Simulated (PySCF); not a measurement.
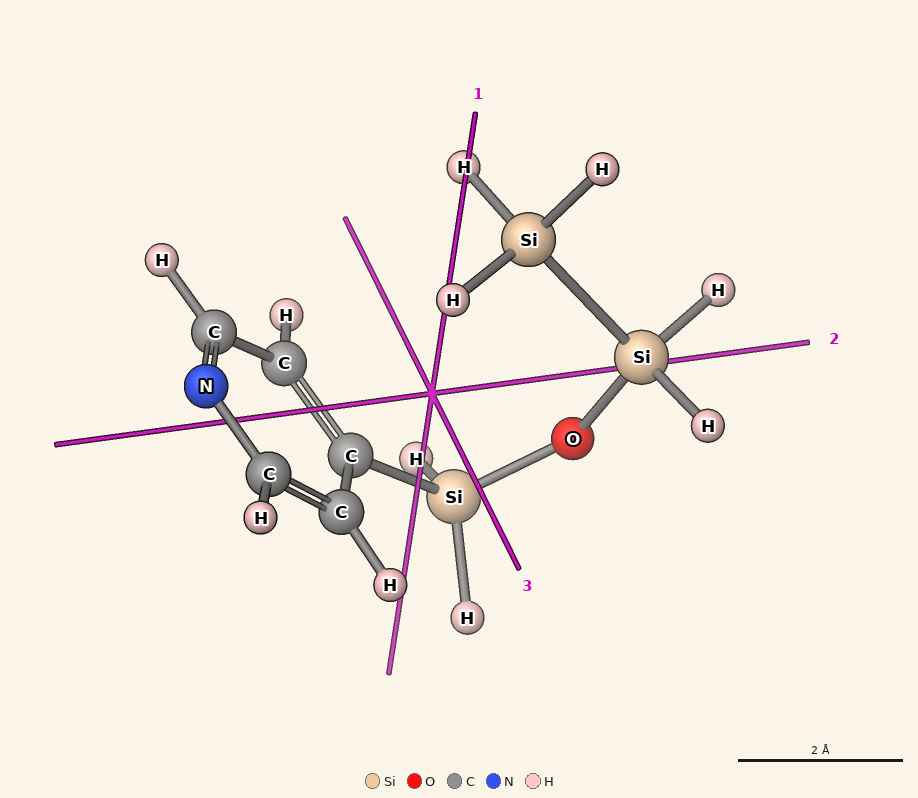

The three principal axes of inertia are drawn and numbered. Distant atoms are faded towards the background colour. Computed geometry: PBE0-D3(BJ)/def2-SVP optimisation. No frequency run is at hand to confirm it as a minimum. Masses are those of the most abundant isotopes; constants are for the rigid equilibrium geometry.

**Which line is the a axis (least moment of inertia), which b and which c?**

a is line 2, b is line 1, c is line 3; the moments are 438, 790, 1032 u Å².

**Classify the rotor and give the rotational constants (cm⁻¹).**

An asymmetric top (C1): A = 0.0385, B = 0.0213, C = 0.0163 cm⁻¹. Ray's parameter κ is −0.55, nearer the prolate limit.
